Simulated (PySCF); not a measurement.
# C3H6PSi (SMILES C#C[P-]C[SiH3]) (charge −1): what the fields show

```yaml
atoms:
  - { symbol: C, position_ang: [2.5943, -0.8621, 0.5484] }
  - { symbol: C, position_ang: [1.6825, -0.1372, 0.8808] }
  - { symbol: P, position_ang: [0.5116, 1.0047, 1.4512] }
  - { symbol: C, position_ang: [-0.4412, 1.1513, -0.1725] }
  - { symbol: Si, position_ang: [-1.4662, -0.4084, -0.4036] }
  - { symbol: H, position_ang: [3.3152, -1.5697, 0.2503] }
  - { symbol: H, position_ang: [0.2545, 1.3275, -0.9959] }
  - { symbol: H, position_ang: [-1.0786, 2.0347, -0.0781] }
  - { symbol: H, position_ang: [-0.6629, -1.6315, -0.4098] }
  - { symbol: H, position_ang: [-2.1833, -0.3991, -1.7109] }
  - { symbol: H, position_ang: [-2.5205, -0.5075, 0.6142] }
```

Geometry: GFN2-xTB.

Method: PySCF, PBE0/pcSseg-1, SCF density, gas phase, non-relativistic.

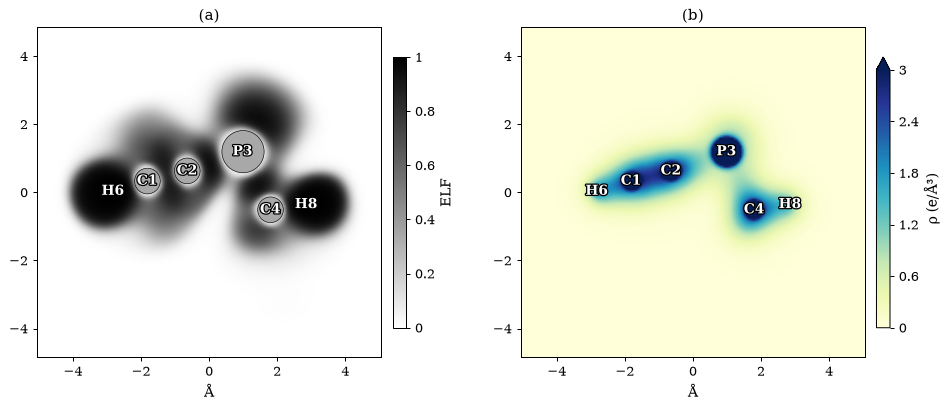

Figure 1. (a) electron localisation function; (b) electron density on the plane of atoms C2, P3 and C4. Grey discs cover the atomic cores in the ELF map.

Question: What do the fields say about this system?

Answer: The section cuts through C, P and H sites. C–C (1.21 Å): ρ is about 2.7 e/Å³ halfway; the ELF peaks at about 0.85 between the atoms: a short, multiple covalent bond. C–P (1.73 Å): ρ is about 1.2 e/Å³ halfway; the ELF peaks at about 0.95 between the atoms: a covalent bond. C–H (1.05 Å): ρ is about 2 e/Å³ halfway; the ELF climbs to about 1 towards the hydrogen, as it does in any bond to H (an ordinary covalent bond to hydrogen). C–P (1.89 Å): the density is about 0.98 e/Å³ at the midpoint; the ELF peaks at about 0.95 between the atoms, as expected for a shared electron pair. The ELF also peaks beside P3, away from the bonds: lone-pair regions.

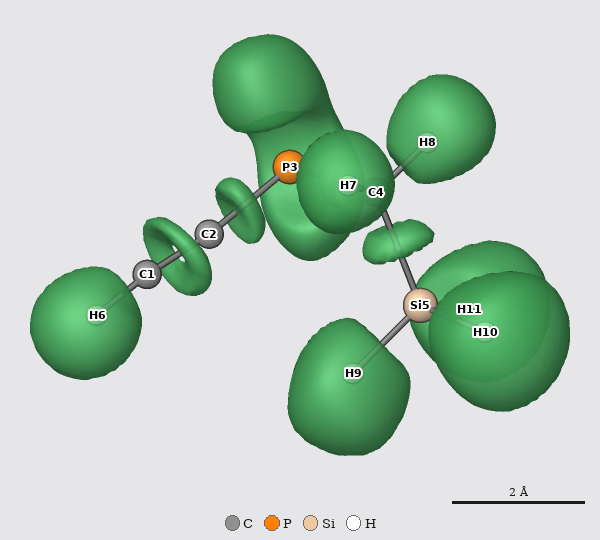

Figure 2. Isosurface of the electron localisation function at 0.85 (green), seen across its widest extent. Only the valence region is drawn (cores and ρ < 0.01 e/Å³ removed).

Question: Where are the electrons localised?

Answer: At this value the surface marks out one region between bonded C–C atoms (shared pairs), two regions between bonded C–P atoms (shared pairs), one region between bonded C–Si atoms (shared pairs), six regions around hydrogen nuclei and one lobe on P, pointing away from the bonds (lone pairs).
